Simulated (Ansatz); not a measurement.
Consider MgTe in the wurtzite structure (space group P6_3mc, No. 186; a = 4.5609 Å, c = 7.4128 Å). Axes: x lies along a and z along c of the hexagonal cell.

It is then changed as follows: compressive biaxial strain of 3.55 % in the plane normal to [001], as in epitaxy on a mismatched substrate; the out-of-plane cell vector and the atoms relax.

Level of theory: PBEsol in Ansatz (plane waves to 420 eV, PAW, no spin-orbit coupling), earlier PAW set.

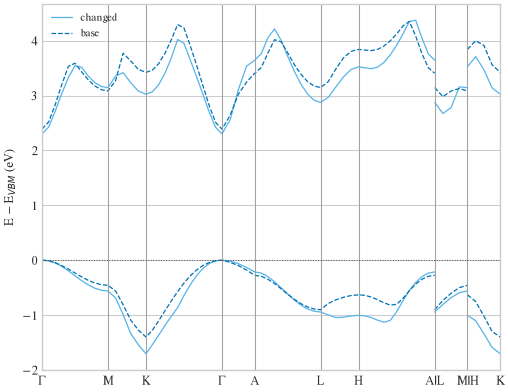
*Highest valence and lowest conduction band along the path, each from its own valence-band maximum*

The gap is 2.30 eV, direct at Γ; the base has 2.39 eV.

With Te present, leaving out spin-orbit coupling can change the band edges. Stability against distortions was not tested.

Ansatz is an electronic-structure program.
